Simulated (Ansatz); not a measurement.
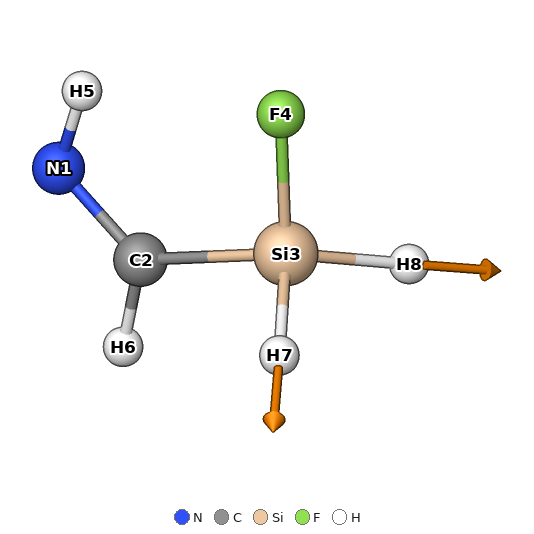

The arrows show one normal mode. Harmonic vibrations computed with RKS PBE0-D4/def2-TZVP (Ansatz 0.2.0) at a stationary point of the same level.

Q: What kind of motion is it?

A: Mostly in-phase stretching of 2 Si–H bonds.

Q: Estimate its harmonic wavenumber.

A: 2243 cm⁻¹; it is mode 15 of 18 counted from the lowest.
